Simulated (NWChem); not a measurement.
**PBE0/MIDI! run of H3NO (hydroxylamine)**

Aim: the electronic atomisation energy of H3NO (hydroxylamine) at PBE0/MIDI!, from 4 runs. 

Program for the calculation: NWChem 7.3.0.

### 1 The molecule

H3NO: 5 atoms, total charge 0, spin state singlet. As SMILES, `NO`. Geometry: relaxed at PBE0-D4/def2-TZVP. This is one conformer, not always the lowest.

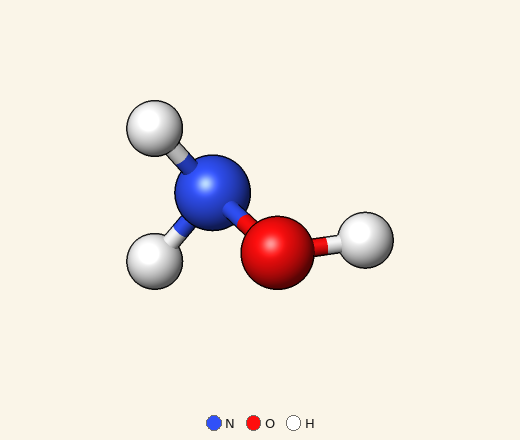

The structure, seen from a chosen angle (nitrogen blue, oxygen red, hydrogen white).

### 2 A single-point energy at PBE0/MIDI! (run 1)

The input, h3no.xyz:

```xyz
5
hydroxylamine
N     -0.165120    -0.361290    -0.321170
O      0.364460     0.666040     0.508060
H     -0.162690    -1.190020     0.266770
H     -1.141650    -0.109840    -0.446210
H      1.105010     0.995100    -0.007440
```

The input, h3no.nw:

```
start h3no
title "hydroxylamine"
memory total 2200 mb

geometry units angstroms noautosym nocenter noautoz
  load format xyz h3no.xyz
end

basis "ao basis" spherical bse
  * library "MIDI!"
end

dft
  xc pbe0
  mult 1
  grid fine
  convergence energy 1e-08
  iterations 100
  mulliken
  print low
end

task dft
```

The run is started by

```console
$ nwchem h3no.nw > h3no.out
```

Log:

```text
[...]
 d= 0,ls=0.0,diis     1   -130.7855744043 -1.70D+02  1.52D-02  2.83D-01     0.2
[...]
 d= 0,ls=0.0,diis     8   -130.8150250830 -9.51D-10  1.87D-06  8.99D-09     1.1
         Total DFT energy =     -130.815025082961
      One electron energy =     -257.486666542009
           Coulomb energy =      103.480474160228
    Exchange-Corr. energy =      -16.402501962715
 Nuclear repulsion energy =       39.593669261536
[...]
      Total Density - Mulliken Population Analysis
     ---------------------------------------------
    Atom       Charge   Shell Charges
 -----------   ------   -------------------------------------------------------
    1 N    7     7.42   1.99  0.91  0.76  1.65  2.07  0.04
    2 O    8     8.53   1.99  0.98  0.90  2.03  2.59  0.04
    3 H    1     0.72   0.54  0.18
    4 H    1     0.72   0.54  0.18
    5 H    1     0.62   0.50  0.12
[...]
```

It took 1.7 s on 1 thread of Intel Xeon 6975P-C (Granite Rapids), shared host; peak memory 0.11 GiB.

### 3 The H atom at the same level (run 2)

The input, input.nw:

```
start input
memory 2200 mb

geometry noautosym nocenter noautoz
   H        0.000000       0.000000       0.000000
end

basis "ao basis" spherical bse
   H library "MIDI!"
end

dft
   xc pbe0
   mult 2
   grid fine
   convergence energy 1e-08
   maxiter 100
   mulliken
   print low
end

task dft energy
```

Run the same way, it converges to -0.49783 Eh (log not shown).

Run 3 isn't shown in full; the table further down has it.

### 4 The O atom (run 4)

The input, o.nw:

```
start o
title "O PBE0"
memory total 2200 mb

geometry units angstrom noautosym nocenter noautoz
O        0.000000       0.000000       0.000000
end

basis spherical bse
* library "MIDI!"
end

dft
xc pbe0
mult 3
grid fine
convergence energy 1e-08
maxiter 100
mulliken
print low
end

task dft energy
```

Run the same way, it converges to -74.56490 Eh (log not shown).

### 5 The series

```tsv
run	level	partner	energy (Eh)	wall time
1	PBE0/MIDI!	base	-130.815025	1.7 s
2	UPBE0/MIDI!	atoms	-0.497833	0.68 s
3	UPBE0/MIDI!	atoms	-54.221088	0.77 s
4	UPBE0/MIDI!	atoms	-74.564895	0.79 s
```

### 6 Summary of results

At PBE0/MIDI!:

| quantity | value |
| --- | --- |
| O atom: total energy | -74.56490 Eh |
| O atom: ⟨S²⟩ | 2.002 |
| electronic atomisation energy | 14.573 eV |

**Reading.** Taking the molecule apart into free atoms costs 14.57 eV (1406 kJ/mol), before zero-point energy and without spin-orbit coupling. All runs together took 3.9 s, the longest 1.7 s.
